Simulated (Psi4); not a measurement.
SiH2O: property calculation

SiH2O, computed with CASSCF/cc-pVDZ, RHF (Psi4 1.11).

The geometry comes from this level: PBE0-D4/def2-TZVP.

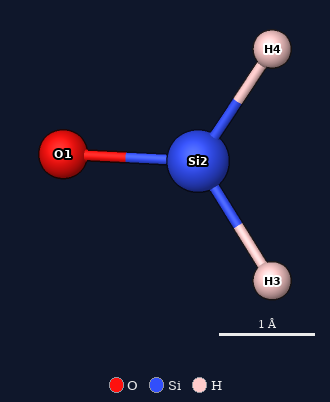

Figure 1. The input geometry (ball-and-stick view, seen at a tilt; atoms are numbered from 1 in the order of the input). Bond lengths as drawn: H–Si 1.49 Å and O–Si 1.52 Å.

**Input file (h2osi.inp)**
```
memory 1600 mb

molecule m {
  0 1
  O     -0.53517044     0.78140175     2.77695254
  Si    -0.01266117     0.01851932     0.06595144
  H      0.83129052    -2.54357136    -0.71091497
  H     -0.28345892     1.74365030    -2.13217799
  units bohr
  symmetry c1
}

set {
  basis               cc-pVDZ
  puream              true
  scf_type            df
  restricted_docc     [7]
  active              [10]
  mcscf_type          df
  mcscf_maxiter       80
  mcscf_r_convergence 0.0001
  mcscf_e_convergence 1e-06
  nat_orbs            true
}

E, wfn = energy('casscf', return_wfn=True)
oeprop(wfn, 'DIPOLE', 'QUADRUPOLE', 'MULLIKEN_CHARGES', 'LOWDIN_CHARGES', title='CASSCF')
print_variables()
```

Launched with:
```bash
psi4 -n 1 h2osi.inp h2osi.out
```

**Log**
```
Psi4 1.11 release

   => Loading Basis Set <=

    Name: CC-PVDZ
    Role: ORBITAL
    Keyword: BASIS

         ---------------------------------------------------------
                                   SCF
                              RHF Reference
                        1 Threads,   1525 MiB Core
         ---------------------------------------------------------

  ==> Geometry <==

    Molecular point group: c1
    Full point group: C1

    Geometry (in Bohr), charge = 0, multiplicity = 1:

       Center              X                  Y                   Z               Mass
    ------------   -----------------  -----------------  -----------------  -----------------
         O           -0.353336043382     0.515886342695     1.833285121588    15.994914619570
         SI           0.169173226618    -0.246996087305    -0.877715978412    27.976926534650
         H            1.013124916618    -2.809086767305    -1.654582388412     1.007825032230
         H           -0.101624523382     1.478134892695    -3.075845408412     1.007825032230

  Running in c1 symmetry.

  Rotational constants: A =      5.51980  B =      0.62280  C =      0.55966 [cm^-1]
  Rotational constants: A = 165479.36415  B =  18671.12838  C =  16778.05153 [MHz]
  Nuclear repulsion =   52.484790023665980

  Charge       = 0
  Multiplicity = 1
  Electrons    = 24
  Nalpha       = 12
  Nbeta        = 12

  ==> Algorithm <==

  SCF Algorithm Type is DF.
  DIIS enabled.
  MOM disabled.
  Fractional occupation disabled.
  Guess Type is SAD.
  Energy threshold   = 1.00e-08
  Density threshold  = 1.00e-08
  Integral threshold = 1.00e-12

  ==> Primary Basis <==

  Basis Set: CC-PVDZ
    Blend: CC-PVDZ
    Number of shells: 20
    Number of basis functions: 42
    Number of Cartesian functions: 44
    Spherical Harmonics?: true
    Max angular momentum: 2

   => Loading Basis Set <=

    Name: (CC-PVDZ AUX)
    Role: JKFIT
    Keyword: DF_BASIS_SCF

  ==> Integral Setup <==

  DFHelper Memory: AOs need 0.004 GiB; user supplied 1.118 GiB.
  SCF_SUBTYPE=INCORE selected. In-core MEM_DF algorithm will be used.
  Using in-core AOs.

  ==> MemDFJK: Density-Fitted J/K Matrices <==

    J tasked:                   Yes
    K tasked:                   Yes
    wK tasked:                   No
    Memory [MiB]:              1144
    Algorithm:                 Core
    Schwarz Cutoff:           1E-12
    Mask sparsity (%):       0.0000
    Fitting Condition:        1E-10

   => Auxiliary Basis Set <=

  Basis Set: (CC-PVDZ AUX)
    Blend: CC-PVDZ-JKFIT
    Number of shells: 78
    Number of basis functions: 228
    Number of Cartesian functions: 261
    Spherical Harmonics?: true
    Max angular momentum: 3

  Minimum eigenvalue in the overlap matrix is 2.4535648277E-02.
  Reciprocal condition number of the overlap matrix is 7.1520208415E-03.
    Using symmetric orthogonalization.

  ==> Pre-Iterations <==

  SCF Guess: Superposition of Atomic Densities via on-the-fly atomic UHF (no occupation information).

   -------------------------
    Irrep   Nso     Nmo
   -------------------------
     A         42      42
   -------------------------
    Total      42      42
   -------------------------

  ==> Iterations <==

                           Total Energy        Delta E     RMS |[F,P]|

   @DF-RHF iter SAD:  -364.09559408168730   -3.64096e+02   0.00000e+00
   @DF-RHF iter   1:  -364.77365375881180   -6.78060e-01   1.35716e-02 DIIS/ADIIS
   @DF-RHF iter   2:  -364.78501582336594   -1.13621e-02   1.40561e-02 DIIS/ADIIS
   @DF-RHF iter   3:  -364.92514076252638   -1.40125e-01   5.72699e-04 DIIS/ADIIS
   @DF-RHF iter   4:  -364.92573310589410   -5.92343e-04   1.31927e-04 DIIS/ADIIS
   @DF-RHF iter   5:  -364.92577372462574   -4.06187e-05   4.66323e-05 DIIS
   @DF-RHF iter   6:  -364.92578329879291   -9.57417e-06   1.69372e-05 DIIS
   @DF-RHF iter   7:  -364.92578462534368   -1.32655e-06   3.21016e-06 DIIS
   @DF-RHF iter   8:  -364.92578465687706   -3.15334e-08   3.76495e-07 DIIS
   @DF-RHF iter   9:  -364.92578465736796   -4.90900e-10   1.20753e-07 DIIS
   @DF-RHF iter  10:  -364.92578465741497   -4.70095e-11   3.57674e-08 DIIS
   @DF-RHF iter  11:  -364.92578465741917   -4.20641e-12   4.53819e-09 DIIS
  Energy and wave function converged.

  ==> Post-Iterations <==

    Orbital Energies [Eh]
    ---------------------

    Doubly Occupied:

       1A    -68.838782     2A    -20.513502     3A     -6.187512
       4A     -4.294493     5A     -4.293081     6A     -4.291134
       7A     -1.249208     8A     -0.701516     9A     -0.549403
      10A     -0.519755    11A     -0.448833    12A     -0.436341

    Virtual:

      13A      0.051939    14A      0.143690    15A      0.182276
      16A      0.267768    17A      0.342858    18A      0.383766
      19A      0.453173    20A      0.494693    21A      0.533098
      22A      0.608913    23A      0.612081    24A      0.635848
      25A      0.831192    26A      1.000658    27A      1.128556
      28A      1.363811    29A      1.367479    30A      1.374126
      31A      1.625579    32A      1.637578    33A      1.653034
      34A      1.897751    35A      2.047500    36A      2.119836
      37A      2.249448    38A      3.025746    39A      3.041705
      40A      3.147911    41A      3.260088    42A      3.559953

    Final Occupation by Irrep:
              A
    DOCC [    12 ]
    NA   [    12 ]
    NB   [    12 ]

  @DF-RHF Final Energy:  -364.92578465741917

   => Energetics <=

    Nuclear Repulsion Energy =             52.4847900236659797
    One-Electron Energy =                -610.1740305046256481
    Two-Electron Energy =                 192.7634558235405962
    Total Energy =                       -364.9257846574191149

Computation Completed

Properties will be evaluated at   0.000000,   0.000000,   0.000000 [a0]

Properties computed using the SCF density matrix

 Multipole Moments:

 ------------------------------------------------------------------------------------
     Multipole            Electronic (a.u.)      Nuclear  (a.u.)        Total (a.u.)
 ------------------------------------------------------------------------------------

 L = 1.  Multiply by 2.5417464519 to convert [e a0] to [Debye]
 Dipole X            :         -0.1564802            0.4532372            0.2967571
 Dipole Y            :          0.2285359           -0.6618064           -0.4332704
 Dipole Z            :          0.8127331           -2.3521705           -1.5394375
 Magnitude           :                                                    1.6265472

 ------------------------------------------------------------------------------------

	total time  =          1 seconds =       0.02 minutes
  Constructing Basis Sets for MCSCF...

   => Loading Basis Set <=

    Name: (CC-PVDZ AUX)
    Role: JKFIT
    Keyword: DF_BASIS_SCF

         ---------------------------------------------------------
                Multi-Configurational Self-Consistent Field
                            (a 'D E T C I' module)

         ---------------------------------------------------------

   ==> Parameters <==

    EX LEVEL       =       10      H0 BLOCKSIZE  =     1000
    VAL EX LEVEL   =        0      H0 GUESS SIZE =     1000
    H0COUPLINGSIZE =        0      H0 COUPLING   =       NO
    MAXITER        =       12      NUM PRINT     =       20
    NUM ROOTS      =        1      ICORE         =        1
    PRINT LVL      =        1      FCI           =      YES
    R CONV         = 1.00e-07      MIXED         =      YES
    E CONV         = 1.00e-06      MIXED4        =      YES
    R4S            =       NO      REPL OTF      =       NO
    DIAG METHOD    =      SEM      FOLLOW ROOT   =        0
    PRECONDITIONER = DAVIDSON      UPDATE        = DAVIDSON
    S              =   0.0000      Ms0           =      YES
    GUESS VECTOR   =  H0BLOCK      OPENTYPE      =     NONE
    COLLAPSE SIZE  =        1      HD AVG        = EVANGELISTI
    MAX NUM VECS   =       13      REF SYM       =     AUTO
    IOPEN        =       NO

    EX ALLOW       =  1  1  1  1  1  1  1  1  1  1
    STATE AVERAGE  =  0(1.00)

   ==> CI Orbital and Space information <==

   ------------------------------------
               Space    Total     A
   ------------------------------------
                 Nso       42    42
                 Nmo       42    42
               Ndocc       12    12
               Nsocc        0     0
   ------------------------------------
               MCSCF Spaces
   ------------------------------------
         Frozen DOCC        0     0
     Restricted DOCC        7     7
              Active       10    10
     Restricted UOCC       25    25
         Frozen UOCC        0     0
   ------------------------------------

   ==> Setting up CI strings <==

    There are 252 alpha and 252 beta strings
    The CI space requires 63504 (6.35E+04) determinants and 1 blocks

   ==> Setting up DF-MCSCF integrals <==

  DFHelper Memory: AOs need 0.004 GiB; user supplied 1.192 GiB.
  SCF_SUBTYPE=INCORE selected. In-core MEM_DF algorithm will be used.
  Using in-core AOs.

  ==> MemDFJK: Density-Fitted J/K Matrices <==

    J tasked:                   Yes
    K tasked:                   Yes
    wK tasked:                   No
    Memory [MiB]:              1220
    Algorithm:                 Core
    Schwarz Cutoff:           1E-12
    Mask sparsity (%):       0.0000
    Fitting Condition:        1E-10

   => Auxiliary Basis Set <=

  Basis Set: (CC-PVDZ AUX)
    Blend: CC-PVDZ-JKFIT
    Number of shells: 78
    Number of basis functions: 228
    Number of Cartesian functions: 261
    Spherical Harmonics?: true
    Max angular momentum: 3

  DFHelper Memory: AOs need 0.004 GiB; user supplied 1.192 GiB.
  SCF_SUBTYPE=INCORE selected. In-core MEM_DF algorithm will be used.
  Using in-core AOs.

   ==> Starting DF-MCSCF iterations <==

           Iter         Total Energy       Delta E   Orb RMS    CI RMS  NCI NORB
   @DF-MCSCF  1:   -364.961406006056   -3.5621e-02  7.74e-03  0.00e+00   12    1  Initial CI
      Warning! Maxstep = 0.57, scaling to 0.50
   @DF-MCSCF  2:   -365.027847855536   -6.6442e-02  6.93e-03  7.62e-06   12    1  TS
   @DF-MCSCF  3:   -365.048220160950   -2.0372e-02  2.87e-03  5.14e-06   10    1  TS
   @DF-MCSCF  4:   -365.053316449873   -5.0963e-03  1.28e-03  2.26e-06   10    1  TS, DIIS
   @DF-MCSCF  5:   -365.054925801549   -1.6094e-03  6.93e-04  4.85e-07   11    1  TS, DIIS
   @DF-MCSCF  6:   -365.056449253758   -1.5235e-03  5.09e-04  3.15e-07   12    1  TS, DIIS
   @DF-MCSCF  7:   -365.056952995281   -5.0374e-04  3.89e-04  2.47e-07   12    1  TS, DIIS
   @DF-MCSCF  8:   -365.057311651284   -3.5866e-04  4.61e-04  1.55e-07   12    1  TS, DIIS
   @DF-MCSCF  9:   -365.057068502438    2.4315e-04  3.47e-04  1.96e-07   12    1  TS, DIIS
   @DF-MCSCF 10:   -365.057339842627   -2.7134e-04  2.64e-04  3.04e-07   12    1  TS, DIIS
   @DF-MCSCF 11:   -365.057783636004   -4.4379e-04  2.14e-04  0.00e+00   12    1  TS, DIIS
   @DF-MCSCF 12:   -365.058031416983   -2.4778e-04  2.31e-04  1.75e-07   12    1  TS, DIIS
   @DF-MCSCF 13:   -365.058158238704   -1.2682e-04  2.35e-04  2.08e-07   11    1  TS, DIIS
   @DF-MCSCF 14:   -365.058146022903    1.2216e-05  2.35e-04  2.31e-07   10    1  TS, DIIS
   @DF-MCSCF 15:   -365.058137970240    8.0527e-06  2.25e-04  1.55e-07   11    1  TS, DIIS
   @DF-MCSCF 16:   -365.058302090347   -1.6412e-04  2.06e-04  1.78e-07   12    1  TS, DIIS
   @DF-MCSCF 17:   -365.058387190790   -8.5100e-05  1.66e-04  9.67e-08   12    1  TS, DIIS
   @DF-MCSCF 18:   -365.058587749829   -2.0056e-04  1.38e-04  0.00e+00   12    1  TS, DIIS
   @DF-MCSCF 19:   -365.058603332742   -1.5583e-05  1.33e-04  5.68e-08   10    1  TS, DIIS
   @DF-MCSCF 20:   -365.058634108459   -3.0776e-05  1.60e-04  5.95e-08   12    1  TS, DIIS
   @DF-MCSCF 21:   -365.058644144949   -1.0036e-05  1.61e-04  9.40e-08   10    1  TS, DIIS
   @DF-MCSCF 22:   -365.058698114269   -5.3969e-05  2.00e-04  1.06e-07   12    1  TS, DIIS
   @DF-MCSCF 23:   -365.058608454537    8.9660e-05  1.24e-04  1.45e-07   12    1  TS, DIIS
   @DF-MCSCF 24:   -365.058589963035    1.8492e-05  6.73e-05  0.00e+00   12    1  TS, DIIS
   @DF-MCSCF 25:   -365.058603504869   -1.3542e-05  4.26e-05  0.00e+00   12    1  TS, DIIS
   @DF-MCSCF 26:   -365.058605891362   -2.3865e-06  3.19e-05  1.66e-08   11    1  TS, DIIS
   @DF-MCSCF 27:   -365.058609014497   -3.1231e-06  2.86e-05  2.28e-08   11    1  TS, DIIS
   @DF-MCSCF 28:   -365.058614566422   -5.5519e-06  2.83e-05  2.14e-08   11    1  TS, DIIS
   @DF-MCSCF 29:   -365.058617764543   -3.1981e-06  2.89e-05  1.08e-08   11    1  TS, DIIS
   @DF-MCSCF 30:   -365.058616775986    9.8856e-07  2.87e-05  1.12e-08   10    1  TS, DIIS

          @DF-MCSCF has converged!

   @DF-MCSCF Final Energy: -365.058616775985911

   Computing CI Natural Orbitals

   ==> Starting CI iterations <==

    H0 Block Eigenvalue = -365.04602616

    Simultaneous Expansion Method (Block Davidson Method)
    Using 1 initial trial vectors

     Iter   Root       Total Energy       Delta E      C RMS

   @CI  0:     0   -365.046026160352   -2.2763E+01   1.9727E-01
   @CI  1:     0   -365.056770385785   -1.0744E-02   7.2716E-02
   @CI  2:     0   -365.058231200373   -1.4608E-03   3.0543E-02
   @CI  3:     0   -365.058572998358   -3.4180E-04   1.1496E-02
   @CI  4:     0   -365.058610603399   -3.7605E-05   4.3622E-03
   @CI  5:     0   -365.058615758952   -5.1556E-06   1.6852E-03
   @CI  6:     0   -365.058616593741   -8.3479E-07   6.8500E-04 c

   ==> Energetics <==

    SCF energy =         -364.925784657419115
    Total MCSCF energy = -365.058616775985911

   ==> MCSCF root 0 information <==

    MCSCF Root 0 energy =  -365.058616593741249

   Active Space Natural occupation numbers:

         A   1.992668         A   1.982278         A   1.969963
         A   1.967514         A   1.949139         A   0.051018
         A   0.034670         A   0.031868         A   0.016430
         A   0.004451

   The 20 most important determinants:

    *   1   -0.966093  (    0,    0)  8AX 9AX 10AX 11AX 12AX
    *   2    0.112517  (    1,    1)  8AX 9AX 10AX 11AX 13AX
    *   3    0.054364  (   22,   22)  8AX 9AX 10AX 12AX 15AX
    *   4   -0.050002  (    1,   22)  8AX 9AX 10AX 11AA 12AB 13AA 15AB
    *   5   -0.050002  (   22,    1)  8AX 9AX 10AX 11AB 12AA 13AB 15AA
    *   6    0.049590  (    8,    8)  8AX 9AX 11AX 12AX 14AX
    *   7    0.048702  (    1,    8)  8AX 9AX 10AA 11AX 12AB 13AA 14AB
    *   8    0.048702  (    8,    1)  8AX 9AX 10AB 11AX 12AA 13AB 14AA
    *   9    0.048270  (   59,   59)  8AX 10AX 11AX 12AX 16AX
    *  10   -0.036950  (    0,   26)  8AX 9AX 10AX 11AA 12AA 13AB 15AB
    *  11   -0.036950  (   26,    0)  8AX 9AX 10AX 11AB 12AB 13AA 15AA
    *  12   -0.032874  (    8,   22)  8AX 9AX 10AB 11AA 12AX 14AA 15AB
    *  13   -0.032874  (   22,    8)  8AX 9AX 10AA 11AB 12AX 14AB 15AA
    *  14    0.030946  (   60,   60)  9AX 10AX 11AX 12AX 16AX
    *  15    0.030314  (    0,   12)  8AX 9AX 10AA 11AX 12AA 13AB 14AB
    *  16    0.030314  (   12,    0)  8AX 9AX 10AB 11AX 12AB 13AA 14AA
    *  17    0.029135  (    9,    9)  8AX 10AX 11AX 12AX 14AX
    *  18    0.028512  (    0,   40)  8AX 9AX 10AA 11AA 12AX 14AB 15AB
    *  19    0.028512  (   40,    0)  8AX 9AX 10AB 11AB 12AX 14AA 15AA
    *  20    0.028380  (    7,    7)  8AX 9AX 10AX 12AX 14AX

Properties will be evaluated at   0.000000,   0.000000,   0.000000 [a0]

Properties computed using the CASSCF density matrix

 Multipole Moments:

 ------------------------------------------------------------------------------------
     Multipole            Electronic (a.u.)      Nuclear  (a.u.)        Total (a.u.)
 ------------------------------------------------------------------------------------

 L = 1.  Multiply by 2.5417464519 to convert [e a0] to [Debye]
 Dipole X            :         -0.2150733            0.4532372            0.2381640
 Dipole Y            :          0.3077278           -0.6618064           -0.3540785
 Dipole Z            :          1.1339052           -2.3521705           -1.2182654
 Magnitude           :                                                    1.2908385

 ------------------------------------------------------------------------------------

Properties will be evaluated at   0.000000,   0.000000,   0.000000 [a0]

Properties computed using the CASSCF density matrix

 Multipole Moments:

 ------------------------------------------------------------------------------------
     Multipole            Electronic (a.u.)      Nuclear  (a.u.)        Total (a.u.)
 ------------------------------------------------------------------------------------

 L = 1.  Multiply by 2.5417464519 to convert [e a0] to [Debye]
 Dipole X            :         -0.2150733            0.4532372            0.2381640
 Dipole Y            :          0.3077278           -0.6618064           -0.3540785
 Dipole Z            :          1.1339052           -2.3521705           -1.2182654
 Magnitude           :                                                    1.2908385

 L = 2.  Multiply by 1.3450342976 to convert [e a0^2] to [Debye ang]
 Quadrupole XX       :        -15.1866163            2.4361946          -12.7504217
 Quadrupole XY       :          5.6486375           -5.0394122            0.6092253
 Quadrupole XZ       :          9.0653185           -8.6246476            0.4406709
 Quadrupole YY       :        -27.5371123           13.0590599          -14.4780523
 Quadrupole YZ       :        -10.9736862           10.7025789           -0.2711073
 Quadrupole ZZ       :        -65.6887979           49.8713373          -15.8174606
 Traceless XX        :         20.9508925          -19.3526693            1.5982232
 Traceless YY        :          8.6003966           -8.7298040           -0.1294075
 Traceless ZZ        :        -29.5512891           28.0824733           -1.4688157

 ------------------------------------------------------------------------------------
  Mulliken Charges: (a.u.)
   Center  Symbol    Alpha    Beta     Spin     Total
       1     O     4.21553  4.21553  0.00000 -0.43106
       2    SI     6.68579  6.68579  0.00000  0.62842
       3     H     0.54742  0.54742  0.00000 -0.09484
       4     H     0.55126  0.55126  0.00000 -0.10252

   Total alpha = 12.00000, Total beta = 12.00000, Total charge =  0.00000

  Lowdin Charges: (a.u.)
   Center  Symbol    Alpha    Beta     Spin     Total
       1     O     4.13815  4.13815  0.00000 -0.27630
       2    SI     6.76923  6.76923  0.00000  0.46155
       3     H     0.54566  0.54566  0.00000 -0.09132
       4     H     0.54696  0.54696  0.00000 -0.09393

  Total alpha = 12.00000, Total beta = 12.00000, Total charge =  0.00000

  Variable Map:
  ----------------------------------------------------------------------------
  "CI CORRELATION ENERGY"        =>      -0.132831936322
  "CI ROOT 0 CORRELATION ENERGY" =>      -0.132831936322
  "CI ROOT 0 TOTAL ENERGY"       =>    -365.058616593741
  "CI TOTAL ENERGY"              =>    -365.058616593741
  "CURRENT CORRELATION ENERGY"   =>      -0.132831936322
  "CURRENT ENERGY"               =>    -365.058616593741
  "CURRENT REFERENCE ENERGY"     =>    -364.925784657419
  "DD SOLVATION ENERGY"          =>       0.000000000000
  "DETCI AVG DVEC NORM"          =>       0.000685003219
  "FCI CORRELATION ENERGY"       =>      -0.132831936322
  "FCI TOTAL ENERGY"             =>    -365.058616593741
  "HF KINETIC ENERGY"            =>     364.881011675273
  "HF POTENTIAL ENERGY"          =>    -729.806796332692
  "HF TOTAL ENERGY"              =>    -364.925784657419
  "HF VIRIAL RATIO"              =>       2.000122705706
  "MCSCF TOTAL ENERGY"           =>    -365.058616593741
  "NUCLEAR REPULSION ENERGY"     =>      52.484790023666
  "ONE-ELECTRON ENERGY"          =>    -610.174030504626
  "PCM POLARIZATION ENERGY"      =>       0.000000000000
  "PE ENERGY"                    =>       0.000000000000
  "SCF ITERATION ENERGY"         =>    -364.925784657419
  "SCF ITERATIONS"               =>      11.000000000000
  "SCF TOTAL ENERGY"             =>    -364.925784657419
  "TWO-ELECTRON ENERGY"          =>     192.763455823541

  Array Variable Map:
  ----------------------------------------------------------------------------
  "CASSCF DIPOLE"                =>       0.238163959672 ... -1.218265355781 1 by 3
  "CASSCF QUADRUPOLE"            =>     -12.750421672781 ... -15.817460625110 1 by 6
  "CURRENT DIPOLE"               =>       0.296757061834 ... -1.539437457698 1 by 3
  "SCF DIPOLE"                   =>       0.296757061834 ... -1.539437457698 1 by 3
  "SCF TOTAL ENERGIES"           =>    -364.095594081687 ... -364.925784657419 1 by 12

    Psi4 run time: 0:00:23.33
```

**Summary**

- outcome: converged
- total energy: −365.058617 hartree
- SCF energy: −364.925785 hartree
- CASSCF energy: −365.058617 hartree
- correlation energy: −0.132832 hartree
- basis functions: 42
- hardware: 1 thread of Intel Xeon (Granite Rapids), 64 GiB of memory available, shared host
- wall time: 24 s
- peak memory: 0.28 GiB

The record of the run, not the program, notes: active space taken by orbital order; may be a local solution.
